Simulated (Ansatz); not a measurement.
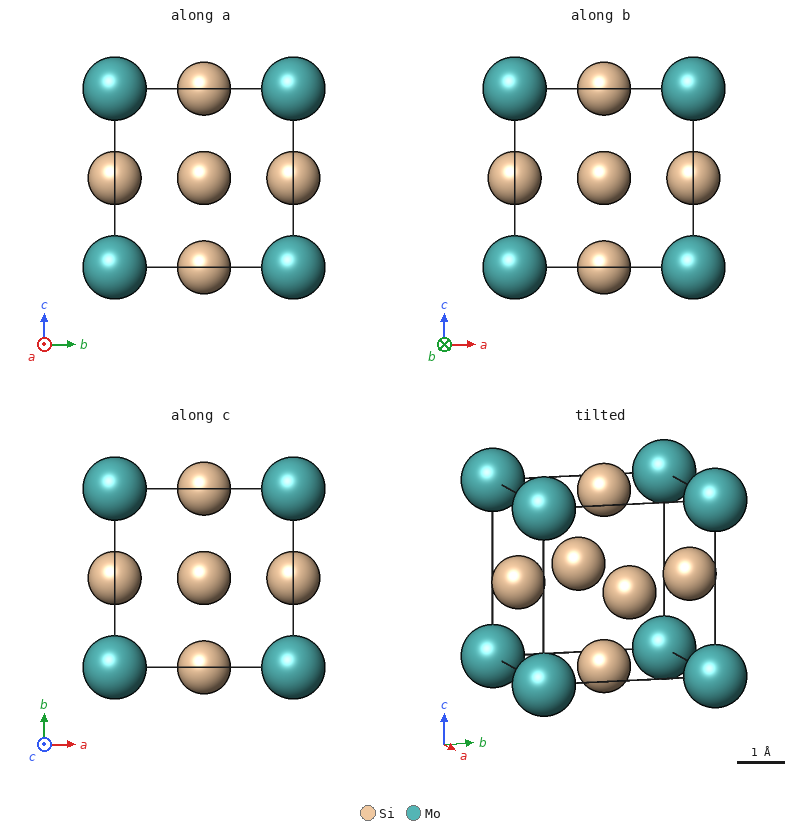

Spheres-only model, viewed along the a axis, along the b axis, along the c axis and slightly off an axis. The edges of the conventional unit cell are marked.

Lattice parameters: a = 3.8175 Å, b = 3.8175 Å, c = 3.8175 Å, α = 90.000°, β = 90.000°, γ = 90.000°.

From the views, write a CIF with its space group and independent sites.

Answer.
```cif
data_structure
_symmetry_space_group_name_H-M 'P m -3 m'
_symmetry_Int_Tables_number 221
_cell_length_a 3.8175
_cell_length_b 3.8175
_cell_length_c 3.8175
_cell_angle_alpha 90.000
_cell_angle_beta 90.000
_cell_angle_gamma 90.000
_cell_volume 55.63
loop_
_atom_site_label
_atom_site_type_symbol
_atom_site_symmetry_multiplicity
_atom_site_Wyckoff_symbol
_atom_site_fract_x
_atom_site_fract_y
_atom_site_fract_z
_atom_site_occupancy
Si1 Si 3 c 0.0000 0.5000 0.5000 1
Mo1 Mo 1 a 0.0000 0.0000 0.0000 1
```

Origin of the cell: a structure type filled with these elements by a generator (whether the compound takes this form wasn't checked). Relaxation method: DFT PBE, scalar-relativistic, plane waves, PAW in Ansatz.
